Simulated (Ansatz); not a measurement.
# H7NO2Si2: one species, many methods

Aim: compute H7NO2Si2 with functionals from several rungs and with coupled cluster, and see how far each lands from CCSD(T) at the basis-set limit for the atomisation energy.

The runs use Ansatz 0.2.0, Gaussian basis; functionals in def2-TZVPP, the program's frozen cores in correlated methods.

The runs, in order: PBE-D4, r2SCAN-D4, PBE0-D4, B3LYP-D4, ωB97X-V, ωB97M-V, B2PLYP; CCSD(T)/def2-TZVPP; MP2/def2-QZVPP; extrapolation to the limit.

**1. Structure used throughout**

An earlier PBE0-D4 in a triple-zeta def2 set relaxation fixed the geometry.

SMILES `O[SiH](O)N[SiH3]`, 12 atoms, charge 0, spin multiplicity 1.

Atoms are counted from 1 here; the program's logs count them from 0.

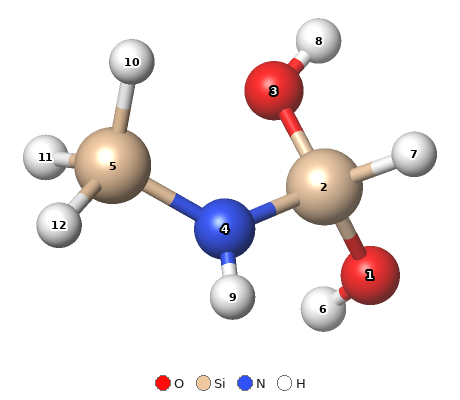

The structure; oxygen red, silicon light orange, nitrogen blue, hydrogen white; atoms are numbered from 1 in the order of the file.

**2. PBE-D4 (GGA)**

in.yaml reads:

```yaml
crystal:
  periodic: [false, false, false]
  atoms:
    - {symbol: O, position_ang: [-1.938946, 1.417119, 0.810873]}
    - {symbol: Si, position_ang: [-0.778203, 0.265243, 0.907327]}
    - {symbol: O, position_ang: [-1.223791, -1.201422, 0.318740]}
    - {symbol: N, position_ang: [0.575210, 0.634543, -0.065700]}
    - {symbol: Si, position_ang: [1.480646, -0.452988, -1.066838]}
    - {symbol: H, position_ang: [-2.248712, 1.648608, -0.067148]}
    - {symbol: H, position_ang: [-0.513014, 0.189570, 2.360628]}
    - {symbol: H, position_ang: [-1.777974, -1.757528, 0.866405]}
    - {symbol: H, position_ang: [0.924938, 1.579776, -0.022531]}
    - {symbol: H, position_ang: [1.891817, -1.670011, -0.321391]}
    - {symbol: H, position_ang: [0.729155, -0.881424, -2.275066]}
    - {symbol: H, position_ang: [2.696674, 0.283314, -1.506100]}
basis:
  gaussian: {orbitals: def2-TZVPP}
hamiltonian: {xc: pbe, dispersion: d4}
output: {forces: true, orbitals: {seedname: orbitals}}
```

Run with:

```bash
> ansatz run in.yaml --threads 4 --pin off --events-out ev --progress --plain --max-ram 10444MiB
```

The runs that follow: r2SCAN-D4 (meta-GGA); PBE0-D4 (hybrid); B3LYP-D4 (hybrid); ωB97X-V (range-separated); ωB97M-V (range-separated); B2PLYP (double hybrid); CCSD(T) in def2-TZVPP; MP2 in def2-QZVPP.

Q: Predict the results of all the runs planned. Wanted: atomisation energy, CCSD(T)/CBS; farthest; mean size of error, hybrid; mean size of error, range-separated; gap, smallest and largest; T1 diagnostic; triples share of the correlation energy.

The runs gave:

| quantity | value |
| --- | --- |
| atomisation energy, CCSD(T)/CBS | 1036.4 kcal/mol |
| functionals within 5.2 kcal/mol (0.5 %) | PBE-D4, ωB97X-V, ωB97M-V |
| farthest | PBE0-D4 (-21.3 kcal/mol) |
| mean size of error, hybrid | 14.6 kcal/mol |
| mean size of error, range-separated | 1.1 kcal/mol |
| gap, smallest and largest | 5.81 eV (PBE-D4), 12.37 eV (ωB97X-V) |
| T1 diagnostic | 0.0112 |
| triples share of the correlation energy | 3.4 % |

What this shows: PBE-D4 misses by -4.6 kcal/mol. Double hybrids carry the basis error of their MP2 part in triple zeta, and no dispersion term here, so their miss is partly the set-up's. The reference freezes the cores and leaves out relativity and excitations past (T), so misses under about 5.2 kcal/mol can't be ranked. Hartree-Fock recovers 71 % of the binding; the rest is correlation. Orbital gaps span 5.8 to 12.4 eV; exact exchange widens them.
